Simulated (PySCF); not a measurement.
**Frequency calculation of CoN$_{2}$ (charge −1)**

The run: frequency calculation of CoN$_{2}$, charge −1, multiplicity 5. Method and program: UKS-based PBE0, Co def2-SVPD, N def2-SVPD; non-relativistic Hamiltonian; density fitting (PySCF 2.14.0).

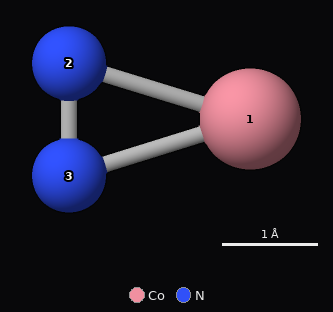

*The structure as given in the input (ball-and-stick view, seen on its broad side; atoms are numbered from 1 in the order of the input). Sticks mark near contacts.*

Bond lengths as drawn: Co–N 2.00 Å and N–N 1.18 Å.

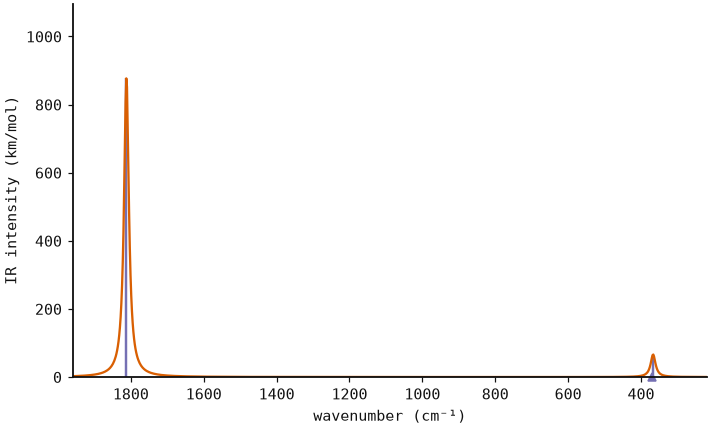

*Harmonic infrared spectrum, unscaled: sticks (degenerate modes added up, dark ones marked on the axis) with a Lorentzian envelope of 16 cm⁻¹ full width, scaled to the tallest stick.*

3 modes from 367 to 1812 cm⁻¹, none imaginary. The strongest line is at 1812 cm⁻¹ (877 km/mol). All modes, in cm⁻¹ (km/mol): 367 (64), 369 (2.8), 1812 (877).

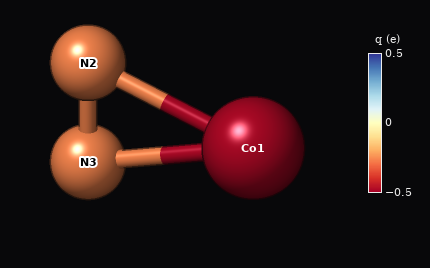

*Mulliken charges, as the colour of each atom (ball-and-stick view, seen at a tilt; atoms are numbered from 1 in the order of the input).*

By element: Co −0.48 and N −0.26 e.

The input that produced these results follows, with the program's output.

Input:
```python
from pyscf import gto, scf, dft
mol = gto.M(atom='''
Co    -0.000000     0.000000    -0.617106
N      0.590885     0.000000     1.298004
N     -0.590885     0.000000     1.298004''',
    basis={'Co': 'def2-SVPD', 'N': 'def2-SVPD'},
    charge=-1, spin=4)
mf = dft.UKS(mol, xc='PBE0')
mf.grids.atom_grid = (75, 302)
aux = {'Co': 'def2-universal-JKFIT', 'N': 'def2-universal-JKFIT'}
mf = mf.density_fit(auxbasis=aux)
mf.conv_tol = 1e-09
mf.diis_space = 10
mf.max_cycle = 60
mf.verbose = 4
mf.kernel()
```

The script is an equivalent of the set-up of the self-consistent field. The run itself was carried out by a driver, which started from the orbitals of the step before it where there was one and computed the further properties.

Launched with:
```bash
OMP_NUM_THREADS=2 python axn.py task.json out
```

Log:
```
init E= -1491.61390378202
  alpha nocc = 23  HOMO = 0.0582625577786677  LUMO = 0.201821240351591
  beta  nocc = 19  HOMO = -0.0134617764668841  LUMO = 0.125164504117273
  HOMO = 0.0582625577787  LUMO = 0.125164504117  gap/eV = 1.82049
cycle= 1 E= -1491.61390378172  delta_E= 2.93e-10  |g|= 3.11e-05  |ddm|= 4.01e-05
  alpha nocc = 23  HOMO = 0.0582602902500584  LUMO = 0.201818119686313
  beta  nocc = 19  HOMO = -0.0134759903866772  LUMO = 0.125160295184402
  HOMO = 0.0582602902501  LUMO = 0.125160295184  gap/eV = 1.82044
cycle= 2 E= -1491.61390377913  delta_E= 2.59e-09  |g|= 8.94e-05  |ddm|= 0.000109
  alpha nocc = 23  HOMO = 0.0582615353755358  LUMO = 0.201820473961077
  beta  nocc = 19  HOMO = -0.0134640764921539  LUMO = 0.125163727156436
  HOMO = 0.0582615353755  LUMO = 0.125163727156  gap/eV = 1.82050
cycle= 3 E= -1491.61390378205  delta_E= -2.91e-09  |g|= 9.81e-06  |ddm|= 8.48e-05
  alpha nocc = 23  HOMO = 0.0582616669050395  LUMO = 0.201820326797387
  beta  nocc = 19  HOMO = -0.0134647924422753  LUMO = 0.125163464953472
  HOMO = 0.058261666905  LUMO = 0.125163464953  gap/eV = 1.82049
cycle= 4 E= -1491.61390378209  delta_E= -4.5e-11  |g|= 1.02e-06  |ddm|= 8.08e-06
  alpha nocc = 23  HOMO = 0.05826177558993  LUMO = 0.201820253766429
  beta  nocc = 19  HOMO = -0.0134646559805622  LUMO = 0.125163383236428
  HOMO = 0.0582617755899  LUMO = 0.125163383236  gap/eV = 1.82049
Extra cycle  E= -1491.6139037821  delta_E= -8.64e-12  |g|= 1.68e-06  |ddm|= 5.48e-06
converged SCF energy = -1491.6139037821  <S^2> = 6.0100459  2S+1 = 5.0040167
```

Results in brief:

```json
{"quantity": "outcome", "value": "converged"}
{"quantity": "total energy", "value": "−1491.613904 hartree"}
{"quantity": "⟨S²⟩", "value": "6.010"}
{"quantity": "zero-point energy", "value": "0.005805 hartree"}
{"quantity": "wavenumbers, lowest and highest", "value": "367 and 1812 cm⁻¹"}
{"quantity": "hardware", "value": "2 threads of Intel Xeon (Granite Rapids), 64 GiB of memory available, shared host"}
{"quantity": "wall time", "value": "21 s (CPU time 44 s)"}
{"quantity": "peak memory", "value": "0.73 GiB"}
```

Notes:

The highest filled orbital lies above zero: either the extra electron isn't bound at this level, or the self-interaction error of the functional lifts the level.
